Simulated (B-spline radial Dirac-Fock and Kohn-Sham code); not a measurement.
Technetium (Z = 43). Method: a Dirac–Hartree–Slater potential of the neutral atom, no hole, surface-current nucleus (computed with a B-spline radial atomic code).

Predict the main features of the following plot. Internal conversion coefficients by shell for magnetic multipoles at a transition energy of 47.8 keV (K and L shells).

The shells shown sum to 2.27 (M1), 46.0 (M2), 725 (M3), 13500 (M4), 303000 (M5). The largest bar is K for M1, K for M2, K for M3, L3 for M4, L3 for M5.

Here it is:

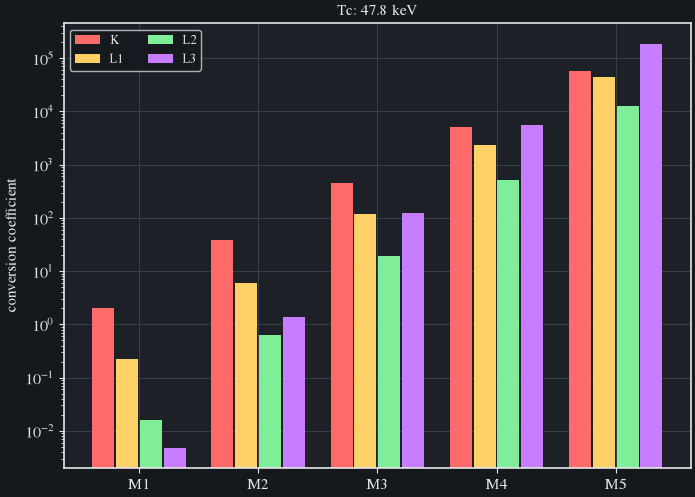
